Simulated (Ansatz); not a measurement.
# doublet C2H7NOSi+ at 6 levels

Aim: a comparison of 6 runs (UHF/3-21G, U-r2SCAN/def2-SVP, UB3LYP/def2-SVP, USVWN5/def2-SVP, UMP2/def2-SVP, UCCSD/def2-SVP) of doublet C2H7NOSi+. 

Program for the calculation: Ansatz 0.2.0.

72 further runs of the same task are left out: 72 set aside as unsound or not needed. Runs told in other sessions of the task aren't counted.

**1. The structure to begin with**

C2H7NOSi+: 12 atoms, total charge +1, spin state doublet. As SMILES of the parent species, `N[Si]1(O)CC1`. The coordinates come from a PBE0-D4/def2-TZVP relaxation. This is one conformer, not always the lowest. That shape belongs to the parent species and isn't relaxed for this state.

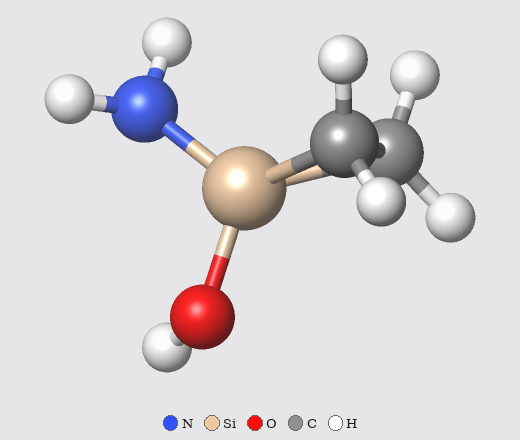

Viewed from a chosen angle; nitrogen blue, silicon light orange, oxygen red, carbon grey, hydrogen white.

**2. The energy at UHF/3-21G (run 1)**

File job.yaml:

```yaml
crystal:
  periodic: [false, false, false]
  atoms:
    - {symbol: "N", position_ang: [-1.526600, -0.226600, 1.088800]}
    - {symbol: Si, position_ang: [0.054700, -0.215700, 0.451700]}
    - {symbol: O, position_ang: [1.088500, -0.992400, 1.459500]}
    - {symbol: C, position_ang: [0.802600, 1.075400, -0.583000]}
    - {symbol: C, position_ang: [0.278500, -0.220100, -1.352700]}
    - {symbol: H, position_ang: [-1.738500, 0.210300, 1.971300]}
    - {symbol: H, position_ang: [-2.314600, -0.202800, 0.463100]}
    - {symbol: H, position_ang: [0.770000, -1.825800, 1.812300]}
    - {symbol: H, position_ang: [0.262900, 1.988900, -0.815300]}
    - {symbol: H, position_ang: [1.878900, 1.218600, -0.612900]}
    - {symbol: H, position_ang: [-0.543500, -0.047500, -2.042300]}
    - {symbol: H, position_ang: [1.064100, -0.817500, -1.806500]}
basis:
  gaussian: {orbitals: 3-21G.json}
total_charge: 1
magnetization: {spin_polarized: true, initial_magnetization: 1}
hamiltonian: {xc: hf}
accuracy: high
output: {orbitals: {seedname: orbitals}}
```

The basis set 3-21G is read from a file made from the Basis Set Exchange's data (not shown).

Command:

```sh
$ ansatz run job.yaml --threads 1 --pin off --max-ram 2610MiB --events-out events.jsonl --progress --plain --runs-dir runs
```

Log:

```text
Warning: RAYON_NUM_THREADS=1 ignored (pool sized by the plan → 1); use --threads N
Functional definition: HF
  name "HF"
  exchange = exact_x
  correlation = 0
1545 factors; integrals over basis functions are off by at most 4.4e-9 eV
mean field evaluation 1: about -13467.1993 eV, gradient 3.6e1 eV
mean field evaluation 2: about -13467.5049 eV, gradient 3.6e1 eV
mean field evaluation 4: about -13472.3256 eV, gradient 2.2e0 eV
mean field evaluation 8: about -13472.3919 eV, gradient 3.3e-1 eV
mean field evaluation 16: about -13472.4007 eV, gradient 4.9e-5 eV
mean field evaluation 32: about -13472.3745 eV, gradient 4.4e-1 eV
mean field evaluation 64: about -13471.3848 eV, gradient 3.0e0 eV
mean field evaluation 96: about -13470.5014 eV, gradient 1.5e0 eV
mean field evaluation 128: about -13472.4007 eV, gradient 1.4e-4 eV
mean field -13472.40065285 eV, -495.1015920709 hartree, gradient 7.7e-8 eV, S^2 0.762357; 1 other end points of the search recorded, 0 dependent functions left out
reference -13472.40065285 eV, -495.1015920709 hartree; 24, 23 occupied and 39, 40 virtual orbitals, 1545 factors
Total energy: -13472.40065285 eV, -495.1015920709 hartree
```

Wall time 5.4 s (1 thread of Arm Neoverse V1, shared host); peak memory 0.21 GiB.

**3. A single-point energy at U-r2SCAN/def2-SVP (run 2)**

Changes to job.yaml since step 2:

```diff
@@ -16,6 +16,6 @@
 basis:
-  gaussian: {orbitals: 3-21G.json}
+  gaussian: {orbitals: def2-SVP}
 total_charge: 1
 magnetization: {spin_polarized: true, initial_magnetization: 1}
-hamiltonian: {xc: hf}
+hamiltonian: {xc: {name: r2SCAN}}
 accuracy: high
```

Command:

```sh
$ ansatz run job.yaml --threads 1 --pin off --max-ram 2610MiB --events-out events.jsonl --progress --plain --runs-dir runs
```

Log:

```text
Warning: RAYON_NUM_THREADS=1 ignored (pool sized by the plan → 1); use --threads N
Functional definition: r2SCAN
  name "r2SCAN"
  parameter k0 = 0.174
  parameter k1 = 0.065
  parameter a1 = 4.9479
  exchange = r2scan_x(k0 = k0, k1 = k1, a1 = a1)
  correlation = r2scan_c
2570 factors; integrals over basis functions are off by at most 5.9e-9 eV
mean field evaluation 1: about -13564.1293 eV, gradient 7.1e1 eV
mean field evaluation 2: about -13532.3034 eV, gradient 1.1e2 eV
mean field evaluation 4: about -13584.0334 eV, gradient 1.0e1 eV
mean field evaluation 8: about -13584.6320 eV, gradient 4.1e-1 eV
mean field evaluation 16: about -13584.6331 eV, gradient 1.4e-3 eV
mean field evaluation 32: about -13584.1497 eV, gradient 3.1e0 eV
mean field -13584.63307921 eV, -499.2260576660 hartree, gradient 8.5e-8 eV, S^2 0.754676; 1 other end points of the search recorded, 0 dependent functions left out
reference -13584.63308131 eV, -499.2260577433 hartree; 24, 23 occupied and 85, 86 virtual orbitals, 2570 factors
Total energy: -13584.63308131 eV, -499.2260577433 hartree
```

Wall time 47 s (1 thread of Arm Neoverse V1, shared host); peak memory 0.58 GiB.

Runs 3 to 5 aren't shown in full; the table further down has their settings and results.

**4. The energy at UCCSD/def2-SVP (run 6)**

File input.yaml:

```yaml
crystal:
  periodic: [false, false, false]
  atoms:
    - {symbol: N, position_ang: [-1.526600, -0.226600, 1.088800]}
    - {symbol: Si, position_ang: [0.054700, -0.215700, 0.451700]}
    - {symbol: O, position_ang: [1.088500, -0.992400, 1.459500]}
    - {symbol: C, position_ang: [0.802600, 1.075400, -0.583000]}
    - {symbol: C, position_ang: [0.278500, -0.220100, -1.352700]}
    - {symbol: H, position_ang: [-1.738500, 0.210300, 1.971300]}
    - {symbol: H, position_ang: [-2.314600, -0.202800, 0.463100]}
    - {symbol: H, position_ang: [0.770000, -1.825800, 1.812300]}
    - {symbol: H, position_ang: [0.262900, 1.988900, -0.815300]}
    - {symbol: H, position_ang: [1.878900, 1.218600, -0.612900]}
    - {symbol: H, position_ang: [-0.543500, -0.047500, -2.042300]}
    - {symbol: H, position_ang: [1.064100, -0.817500, -1.806500]}
basis:
  gaussian: {orbitals: def2-SVP}
total_charge: 1
magnetization: {spin_polarized: true, initial_magnetization: 1}
correlation: {method: ccsd, frozen_orbitals: {C: 1, H: 0, "N": 1, O: 1, Si: 5}}
accuracy: high
scf: {omitted_lower_state_checks: [cluster_reference, increment]}
```

Command:

```sh
$ ansatz run input.yaml --threads 1 --pin off --max-ram 2610MiB --events-out events.jsonl --progress --plain --runs-dir runs
```

Log (excerpt; [...] marks lines left out):

```text
Warning: RAYON_NUM_THREADS=1 ignored (pool sized by the plan → 1); use --threads N
[... 2 set-up lines as earlier in the session ...]
[...]
2570 factors; integrals over basis functions are off by at most 5.9e-9 eV
[...]
mean field -13538.73473300 eV, -497.5393245537 hartree, gradient 4.8e-8 eV, S^2 0.761852; 4 other end points of the search recorded, 0 dependent functions left out
9 core orbitals not correlated: weight in the atoms' cores, before any rotation towards them, 1.000 or more for the frozen orbitals, at most 0.000 for the correlated occupied ones
reference -13538.73473300 eV, -497.5393245537 hartree; 15, 14 occupied and 85, 86 virtual orbitals, 2570 factors
second order -19.35173964 eV of doubles, -0.00000000 eV of singles
cycle   1  -19.95484965 eV  change   -6.0e-1 eV  update   1.1e-1
[...]
cycle  32  -20.60722128 eV  change    1.3e-9 eV  update   2.6e-9
Total energy: -13559.34195428 eV, -498.2966259677 hartree
Checks for a lower state left out: cluster_reference, increment
```

It took 4.3 min on 1 thread of Arm Neoverse V1, shared host; peak memory 2 GiB.

**5. All runs side by side**

| run | level | frozen core orbitals | energy (Eh) | HOMO energy (eV) | LUMO energy (eV) | ⟨S²⟩ | wall time |
| --- | --- | --- | --- | --- | --- | --- | --- |
| 1 | UHF/3-21G | – | -495.101592 | -16.23 | -7.24 | 0.762 | 5.4 s |
| 2 | U-r2SCAN/def2-SVP | – | -499.226058 | -12.45 | -11.27 | 0.755 | 47 s |
| 3 | UB3LYP/def2-SVP | – | -499.381881 | -13.13 | -10.77 | 0.755 | 25 s |
| 4 | USVWN5/def2-SVP | – | -496.483880 | -12.08 | -11.45 | 0.751 | 12 s |
| 5 | UMP2/def2-SVP | 9 | -498.250488 | – | – | 0.762 | 16 s |
| 6 | UCCSD/def2-SVP | 9 | -498.296626 | – | – | 0.762 | 4.3 min |

**6. What came out**

| quantity | value |
| --- | --- |
| run 6: total energy | -498.29663 Eh |
| run 6: correlation energy (9 core orbitals frozen) | -757.3 mEh |
| run 6: ⟨S²⟩ of the reference determinant | 0.762 |
| run 6: T1 diagnostic | 0.024 |

**Reading.** Totals of different functionals can't be ranked against each other. All runs together took 6.1 min, the longest 4.3 min.
